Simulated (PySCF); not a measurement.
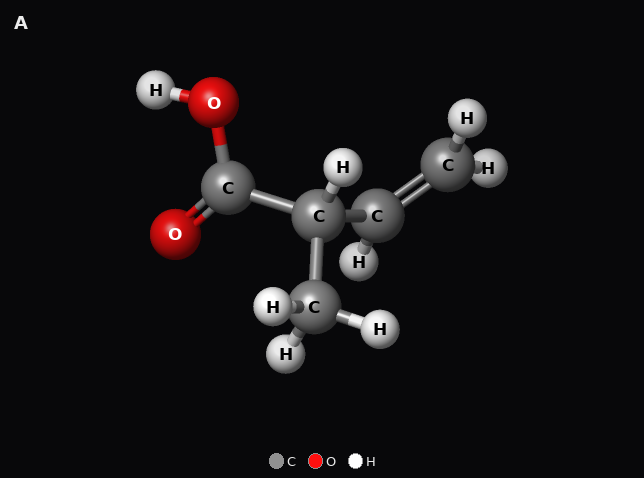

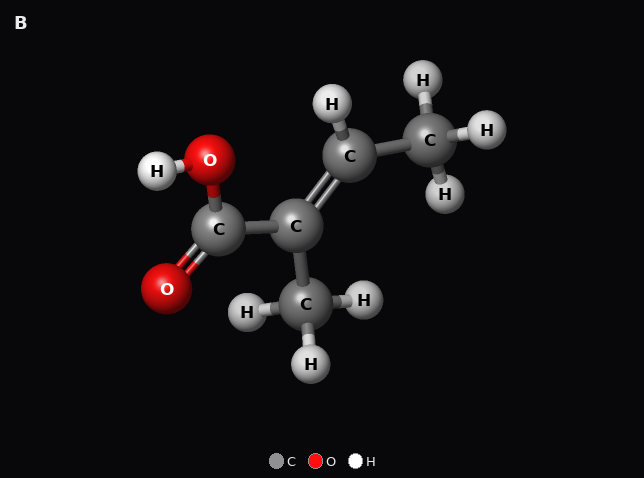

2 stationary structures of one formula. Geometries: PBE0-D3(BJ)/def2-SVP. Electronic energies: PBE0-D3(BJ)/def2-SVP (PySCF 2.14.0), without zero-point energy. No frequency run is at hand to confirm each as a minimum. Each is one conformer, not always the lowest.

Question: How are they related?

Answer: They are constitutional isomers of C5H8O2: A `C=C[C@H](C)C(=O)O`, B `C/C=C(\C)C(=O)O`.

Question: Which is lowest in energy, and by how much?

Answer: B is lowest; A lies 8.3 kcal/mol above it.
